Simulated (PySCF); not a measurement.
**[Tb(SH)2]+: other functionals and bases at one geometry**

Aim: see how levels, charges and forces of [Tb(SH)2]+ depend on the level of theory. The structure is generated, not taken from experiment.

The runs use PySCF 2.14.0; several levels, as the steps say, no spin–orbit coupling.

1 further run of the same task is left out (for a known fault of the program).

**1. The system as given**

5 atoms, charge 1, spin multiplicity 1.

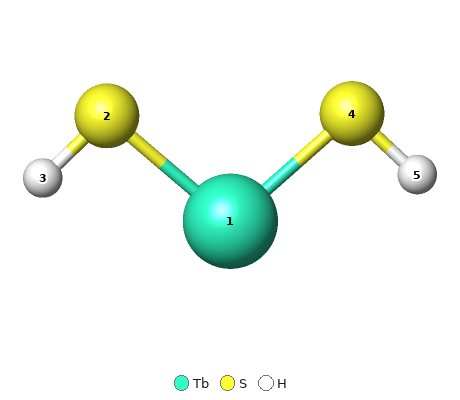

The geometry (terbium teal, sulfur yellow, hydrogen white); atoms are numbered from 1 in the order of the file.

Geometry (Å):

```
Tb    0.0000    0.0000   -0.7556
S     1.8831   -0.0821    0.8662
H     2.8568   -0.2309   -0.0711
S    -1.8831    0.0821    0.8662
H    -2.8568    0.2309   -0.0711
```

Formal oxidation states: Tb +3. Each metal's 8 4f electrons lie in its core potential, so multiplicities, spins and levels count the valence alone. An earlier session relaxed this geometry at PBE0, Tb lcecp-1-SVP with ECP54, S def2-SVP, H def2-SVP (singlet, point group C2).

At PBE0 on the finer grid: E = -833.374348 Eh, HOMO -12.14 eV, LUMO -7.47 eV, Mulliken charge on Tb1 +1.09 e, largest force component 0.021 eV/Å. 

Levels to run: PBE; TPSSh; PBE0, TZVP. Hardware: 2 threads of Arm Neoverse V1, shared host.

**2. PBE**

run.py (the lines that set the calculation)

```python
mol = gto.M(atom='''
Tb     0.00000     0.00000    -0.75564
S      1.88311    -0.08206     0.86618
H      2.85680    -0.23090    -0.07114
S     -1.88311     0.08206     0.86618
H     -2.85680     0.23090    -0.07114''',
    basis={'Tb': 'lcecp-1-SVP', 'S': 'def2-SVP', 'H': 'def2-SVP'},
    ecp={'Tb': 'lcecp-1-SVP'},
    charge=1, spin=0)
mf = dft.RKS(mol, xc='PBE')
mf.grids.atom_grid = (75, 302)  # f atoms: unpruned, at least (60, 302)
mf = mf.density_fit()  # fitting sets: Tb AutoAux, S def2-universal-JKFIT, H def2-universal-JKFIT
mf.conv_tol = 1e-08; mf.max_cycle = 55
mf.kernel(dm0)  # dm0: the density of the relaxed state
```

Started as:

```sh
$ OMP_NUM_THREADS=2 python run.py
```

What it wrote:

```text
init E= -833.325951752144
  HOMO = -0.404547117935751  LUMO = -0.308642019081297  gap/eV = 2.60971
cycle= 1 E= -833.322658984246  delta_E= 0.00329  |g|= 0.117  |ddm|= 0.333
  HOMO = -0.417468277761346  LUMO = -0.278592005082088  gap/eV = 3.77902
cycle= 2 E= -833.287637630015  delta_E= 0.035  |g|= 0.307  |ddm|= 0.691
  HOMO = -0.406058564861565  LUMO = -0.298604744214484  gap/eV = 2.92397
cycle= 3 E= -833.328475745992  delta_E= -0.0408  |g|= 0.00907  |ddm|= 0.499
  HOMO = -0.406881392701869  LUMO = -0.300490243515969  gap/eV = 2.89505
cycle= 4 E= -833.328505575074  delta_E= -2.98e-05  |g|= 0.00372  |ddm|= 0.0244
  HOMO = -0.406746856766987  LUMO = -0.300182495393597  gap/eV = 2.89976
cycle= 5 E= -833.328510897012  delta_E= -5.32e-06  |g|= 0.00152  |ddm|= 0.0063
  HOMO = -0.406803085846334  LUMO = -0.30017193487278  gap/eV = 2.90158
cycle= 6 E= -833.328511664948  delta_E= -7.68e-07  |g|= 0.000345  |ddm|= 0.00176
  HOMO = -0.406795897704043  LUMO = -0.300143339792631  gap/eV = 2.90216
cycle= 7 E= -833.328511715466  delta_E= -5.05e-08  |g|= 6.66e-05  |ddm|= 0.000471
  HOMO = -0.406800578852617  LUMO = -0.300140515768032  gap/eV = 2.90237
cycle= 8 E= -833.32851171729  delta_E= -1.82e-09  |g|= 5.31e-06  |ddm|= 0.000109
  HOMO = -0.406799276553598  LUMO = -0.300139688772728  gap/eV = 2.90236
Extra cycle  E= -833.328511717296  delta_E= -5.46e-12  |g|= 4.86e-06  |ddm|= 1.35e-05
converged SCF energy = -833.328511717296
```

It took 3.4 s on 2 threads of Arm Neoverse V1, shared host.

It gives: E = -833.328512 Eh, HOMO -11.07 eV, LUMO -8.17 eV, Mulliken charge on Tb1 +0.97 e, largest force component 0.333 eV/Å. 

**3. TPSSh**

Edit run.py (the lines that set the calculation) of step 2 so:

```diff
@@ -9,3 +9,3 @@
     charge=1, spin=0)
-mf = dft.RKS(mol, xc='PBE')
+mf = dft.RKS(mol, xc='TPSSH')
 mf.grids.atom_grid = (75, 302)  # f atoms: unpruned, at least (60, 302)
```

Started as:

```sh
$ OMP_NUM_THREADS=2 python run.py
```

What it wrote:

```text
init E= -833.697357857402
  HOMO = -0.424619571444571  LUMO = -0.284159907473889  gap/eV = 3.82210
cycle= 1 E= -833.697786765067  delta_E= -0.000429  |g|= 0.0102  |ddm|= 0.0783
  HOMO = -0.425929894287751  LUMO = -0.282444931011844  gap/eV = 3.90442
cycle= 2 E= -833.697691039513  delta_E= 9.57e-05  |g|= 0.0185  |ddm|= 0.0431
  HOMO = -0.424843743040956  LUMO = -0.283689709560802  gap/eV = 3.84100
cycle= 3 E= -833.6978173342  delta_E= -0.000126  |g|= 0.00326  |ddm|= 0.0319
  HOMO = -0.424782415183701  LUMO = -0.283386994707497  gap/eV = 3.84757
cycle= 4 E= -833.697821629754  delta_E= -4.3e-06  |g|= 0.000639  |ddm|= 0.00522
  HOMO = -0.424842623282462  LUMO = -0.283425089290055  gap/eV = 3.84817
cycle= 5 E= -833.697821754709  delta_E= -1.25e-07  |g|= 0.000104  |ddm|= 0.00086
  HOMO = -0.424849046094076  LUMO = -0.283420121239178  gap/eV = 3.84848
cycle= 6 E= -833.697821758551  delta_E= -3.84e-09  |g|= 2.67e-05  |ddm|= 0.000178
  HOMO = -0.424846120534535  LUMO = -0.283416127688167  gap/eV = 3.84851
Extra cycle  E= -833.697821758499  delta_E= 5.12e-11  |g|= 2.85e-05  |ddm|= 6.88e-05
converged SCF energy = -833.697821758499
```

It took 4.4 s on 2 threads of Arm Neoverse V1, shared host.

Read off: E = -833.697822 Eh, HOMO -11.56 eV, LUMO -7.71 eV, Mulliken charge on Tb1 +1.12 e, largest force component 0.281 eV/Å. 

**4. PBE0, TZVP**

Basis: Tb lcecp-1-TZVP with ECP54, S def2-TZVP, H def2-TZVP. 

run.py (the lines that set the calculation)

```python
mol = gto.M(atom='''
Tb     0.00000     0.00000    -0.75564
S      1.88311    -0.08206     0.86618
H      2.85680    -0.23090    -0.07114
S     -1.88311     0.08206     0.86618
H     -2.85680     0.23090    -0.07114''',
    basis={'Tb': 'lcecp-1-TZVP', 'S': 'def2-TZVP', 'H': 'def2-TZVP'},
    ecp={'Tb': 'lcecp-1-TZVP'},
    charge=1, spin=0)
mf = dft.RKS(mol, xc='PBE0')
mf.grids.atom_grid = (75, 302)  # f atoms: unpruned, at least (60, 302)
mf = mf.density_fit()  # fitting sets: Tb AutoAux, S def2-universal-JKFIT, H def2-universal-JKFIT
mf.conv_tol = 1e-08; mf.max_cycle = 55
mf.kernel(dm0)  # dm0: free metal ions and neutral atoms
```

Started as:

```sh
$ OMP_NUM_THREADS=2 python run.py
```

What it wrote:

```text
init E= -833.451157507133
  HOMO = -0.515422977640336  LUMO = -0.310432793804093  gap/eV = 5.57807
cycle= 1 E= -833.54367151129  delta_E= -0.0925  |g|= 0.559  |ddm|= 1.99
  HOMO = -0.367534751458236  LUMO = -0.299925501707299  gap/eV = 1.83974
cycle= 2 E= -833.261427192435  delta_E= 0.282  |g|= 1.11  |ddm|= 1.74
  HOMO = -0.429140381842269  LUMO = -0.249509876987917  gap/eV = 4.88800
cycle= 3 E= -833.637783162393  delta_E= -0.376  |g|= 0.193  |ddm|= 1.24
  HOMO = -0.442087831485264  LUMO = -0.276916124130948  gap/eV = 4.49455
cycle= 4 E= -833.649476604448  delta_E= -0.0117  |g|= 0.0704  |ddm|= 0.255
  HOMO = -0.444025072267112  LUMO = -0.272553874255777  gap/eV = 4.66597
cycle= 5 E= -833.651178947918  delta_E= -0.0017  |g|= 0.0107  |ddm|= 0.0669
  HOMO = -0.443563873386812  LUMO = -0.271297273216142  gap/eV = 4.68761
cycle= 6 E= -833.65121155879  delta_E= -3.26e-05  |g|= 0.00152  |ddm|= 0.011
  HOMO = -0.443621727277207  LUMO = -0.271174301841628  gap/eV = 4.69253
cycle= 7 E= -833.651212105101  delta_E= -5.46e-07  |g|= 0.000576  |ddm|= 0.00177
  HOMO = -0.443632153968391  LUMO = -0.271210260965946  gap/eV = 4.69184
cycle= 8 E= -833.651212220657  delta_E= -1.16e-07  |g|= 0.000117  |ddm|= 0.000618
  HOMO = -0.443636110418454  LUMO = -0.271219886723641  gap/eV = 4.69168
cycle= 9 E= -833.651212226181  delta_E= -5.52e-09  |g|= 1.8e-05  |ddm|= 0.000143
  HOMO = -0.443632846416549  LUMO = -0.271221800523492  gap/eV = 4.69154
Extra cycle  E= -833.651212226161  delta_E= 1.94e-11  |g|= 2.49e-05  |ddm|= 4.64e-05
converged SCF energy = -833.651212226161
```

It took 8.3 s on 2 threads of Arm Neoverse V1, shared host.

Result: E = -833.651212 Eh, HOMO -12.07 eV, LUMO -7.38 eV, Mulliken charge on Tb1 +1.39 e, largest force component 0.186 eV/Å. 

**5. Results**

| level | state | HOMO (eV) | gap (eV) | charge on Tb1 (e) | dipole (D) | largest force (eV/Å) | basis functions | time |
| --- | --- | --- | --- | --- | --- | --- | --- | --- |
| PBE0 (relaxed here) | singlet | -12.14 | 4.67 | 1.09 | 7.48 | 0.02 | 79 | 7.9 s |
| PBE | singlet | -11.07 | 2.90 | 0.97 | 6.72 | 0.33 | 79 | 3.4 s |
| TPSSh | singlet | -11.56 | 3.85 | 1.12 | 7.42 | 0.28 | 79 | 4.4 s |
| PBE0, TZVP | singlet | -12.07 | 4.69 | 1.39 | 7.12 | 0.19 | 133 | 8.3 s |

Times are on 2 threads of Arm Neoverse V1, shared host; the first row also made further properties. The dipole of a charged species depends on the origin, so these sizes hold for this origin alone.

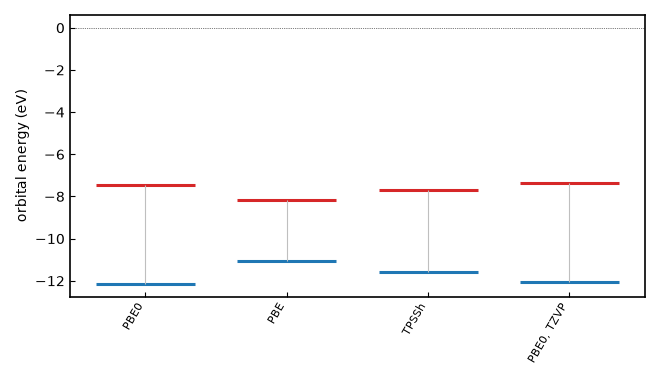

Highest filled and lowest empty level, method by method.

In one basis the HOMO–LUMO gap runs from 2.90 eV (PBE) to 4.67 eV (PBE0). The largest leftover force, 0.33 eV/Å with PBE, stands at a geometry relaxed at another level. The Mulliken charge on Tb spans +0.97 to +1.39 e over the levels. With 4f in the core, its levels are missing from HOMO and gap. Total energies of different levels can't be compared. Spin–orbit coupling is left out throughout.
